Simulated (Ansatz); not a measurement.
```yaml
atoms:
  - { symbol: B, position_ang: [0.8414, -1.4374, -1.5306] }
  - { symbol: N, position_ang: [-0.0034, -0.8762, -0.5765] }
  - { symbol: C, position_ang: [-0.8909, -1.7302, 0.2107] }
  - { symbol: C, position_ang: [-0.3347, -2.0470, 1.5868] }
  - { symbol: Si, position_ang: [0.0867, 0.8650, -0.2474] }
  - { symbol: C, position_ang: [0.0870, 1.8082, -1.8584] }
  - { symbol: C, position_ang: [-1.4188, 1.3683, 0.7448] }
  - { symbol: C, position_ang: [1.6431, 1.2401, 0.7167] }
  - { symbol: H, position_ang: [0.8032, -2.6183, -1.7466] }
  - { symbol: H, position_ang: [1.6074, -0.7342, -2.1300] }
  - { symbol: H, position_ang: [-1.8712, -1.2539, 0.3095] }
  - { symbol: H, position_ang: [-1.0441, -2.6593, -0.3437] }
  - { symbol: H, position_ang: [-1.0216, -2.6907, 2.1420] }
  - { symbol: H, position_ang: [0.6256, -2.5606, 1.5005] }
  - { symbol: H, position_ang: [-0.1775, -1.1393, 2.1749] }
  - { symbol: H, position_ang: [-0.8018, 1.5714, -2.4486] }
  - { symbol: H, position_ang: [0.0854, 2.8845, -1.6629] }
  - { symbol: H, position_ang: [0.9652, 1.5764, -2.4634] }
  - { symbol: H, position_ang: [-1.3713, 2.4429, 0.9436] }
  - { symbol: H, position_ang: [-2.3454, 1.1778, 0.1970] }
  - { symbol: H, position_ang: [-1.4838, 0.8599, 1.7094] }
  - { symbol: H, position_ang: [2.5258, 0.9295, 0.1517] }
  - { symbol: H, position_ang: [1.7327, 2.3109, 0.9203] }
  - { symbol: H, position_ang: [1.6561, 0.7119, 1.6734] }
```

Geometry: PBE0-D4/def2-TZVP.

All numbers below come from RKS PBE0-D4/def2-TZVPP (Ansatz).

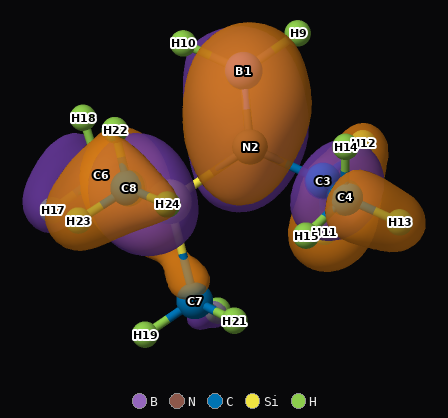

C5H16BNSi (SMILES BN(CC)[Si](C)(C)C). The HOMO at ±0.06 Å⁻³ᐟ² (orange and purple are the two phases), seen at a tilt.

Describe this orbital and give its energy.

Answer. Its weight (Hirshfeld) is mainly on N2 (about 40 %), B1 (about 15 %), C8 (about 10 %), Si5 (about 10 %) and C3 (about 5 %). Its energy is −7.48 eV.
